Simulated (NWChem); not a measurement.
# triplet RbBr: levels of theory compared

Aim: a comparison of 3 runs (UHF/STO-3G, UHF/3-21G, UMP3/def2-TZVP) of triplet RbBr. 

The calculation is run with NWChem 7.3.0.

### Step 1. The structure to begin with

The species is RbBr (2 atoms), meant as a triplet with charge 0. SMILES of the parent species: `[Br][Rb]`. The bond length is the one measured for the parent species. That shape belongs to the parent species and isn't relaxed for this state.

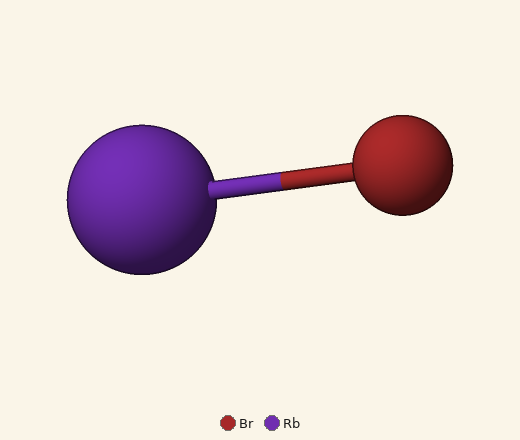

The structure, seen from a chosen angle (bromine red, rubidium purple).

### Step 2. A single-point energy at UHF/STO-3G (run 1)

The input, work.nw:

```
start work
memory 2200 mb
geometry noautosym nocenter noautoz
  Br       0.000000       0.000000       0.000000
  Rb       0.000000       0.000000       2.944744
end
basis spherical bse
  * library STO-3G
end
scf
  nopen 2
  uhf
  thresh 1e-08
  maxiter 80
  print low
end
task scf energy
```

Started as:

```
$ nwchem work.nw > work.out
```

The log of the run:

```text
[...]
  functions       =    40
[...]
  wavefunction    = UHF
[...]
         Total SCF energy =  -5452.215109423999
      One electron energy =  -8080.695734096471
      Two electron energy =   2395.766155280698
 Nuclear repulsion energy =    232.714469391774
                       Sz =      1.0000
                 Sz(Sz+1) =      2.0000
                      S^2 =      2.0012
[...]
```

Wall time 2.4 s (1 thread of Intel Xeon Platinum 8488C (Sapphire Rapids), shared host); peak memory 0.1 GiB.

### Step 3. The energy at UHF/3-21G (run 2)

The input, brrb.xyz:

```xyz
2
RbBr
Br     0.000000     0.000000     0.000000
Rb     0.000000     0.000000     2.944744
```

The input, brrb.nw:

```
start brrb
title "RbBr"
memory stack 880 mb heap 220 mb global 1100 mb

geometry units angstroms noautosym nocenter noautoz
 load brrb.xyz
end

basis spherical bse
 * library 3-21G
end

scf
 triplet
 uhf
 thresh 1e-08
 maxiter 80
 print low
end

task scf
```

Started as:

```
$ nwchem brrb.nw > brrb.out
```

The log of the run:

```text
[...]
  functions       =    48
[...]
  wavefunction    = UHF
[...]
         Total SCF energy =  -5484.710507117093
      One electron energy =  -8098.494221514699
      Two electron energy =   2381.069245005833
 Nuclear repulsion energy =    232.714469391774
                       Sz =      1.0000
                 Sz(Sz+1) =      2.0000
                      S^2 =      2.0004
[...]
```

It took 3.6 s on 1 thread of Intel Xeon Platinum 8488C (Sapphire Rapids), shared host; peak memory 0.1 GiB.

### Step 4. A single-point energy at UMP3/def2-TZVP (core potential) (run 3)

The input, brrb.xyz:

```xyz
2
BrRb energy
Br     0.000000     0.000000     0.000000
Rb     0.000000     0.000000     2.944744
```

The input, brrb.nw:

```
start brrb
title "BrRb energy"
memory stack 330 mb heap 110 mb global 1760 mb
geometry units angstroms noautosym nocenter noautoz
  load brrb.xyz
end
basis spherical bse
  * library def2-TZVP
end
ecp bse
  Rb library def2-TZVP
end
scf
  triplet
  uhf
  thresh 1e-08
  maxiter 80
end
tce
  scf
  mbpt3
  freeze core 9
  maxiter 60
end
task tce energy
```

Started as:

```
$ nwchem brrb.nw > brrb.out
```

The log of the run:

```text
[...]
  functions       =    81
[...]
  wavefunction    = UHF
[...]
         Total SCF energy =  -2596.173275846521
      One electron energy =  -3732.971191093350
      Two electron energy =   1080.191692962343
 Nuclear repulsion energy =     56.606222284486
                       Sz =      1.0000
                 Sz(Sz+1) =      2.0000
                      S^2 =      2.0091
[...]
         Wavefunction type : Unrestricted Hartree-Fock
          No. of electrons :    44
[...]
         Spin multiplicity : triplet
[...]
```

Run time: 39 s. Hardware: 1 thread of Intel Xeon Platinum 8488C (Sapphire Rapids), shared host; peak memory 1.1 GiB.

### Step 5. The series

| run | level | module | core potential | energy (Eh) | ⟨S²⟩ | wall time |
| --- | --- | --- | --- | --- | --- | --- |
| 1 | UHF/STO-3G | scf | – | -5452.215109 | 2.001 | 2.4 s |
| 2 | UHF/3-21G | scf | – | -5484.710507 | 2.000 | 3.6 s |
| 3 | UMP3/def2-TZVP (core potential) | tce | def2-TZVP | -2596.506981 | 2.009 | 39 s |

### Step 6. Summary of results

```
                                                         quantity           value
                                              run 3: total energy  -2596.50698 Eh
run 3: HOMO energy (Hartree–Fock orbitals) (highest over α and β)        -3.60 eV
 run 3: LUMO energy (Hartree–Fock orbitals) (lowest over α and β)        -2.45 eV
               run 3: correlation energy (9 core orbitals frozen)      -333.7 mEh
                         run 3: ⟨S²⟩ of the reference determinant           2.009
```

What this shows: Some runs of one species differ in core potentials or relativity; totals across that change don't compare. In run 1 the basis is minimal, so the values are rough. In runs 1, 2 relativity is left out where basis or elements ask for it. All runs together took 45 s, the longest 39 s.
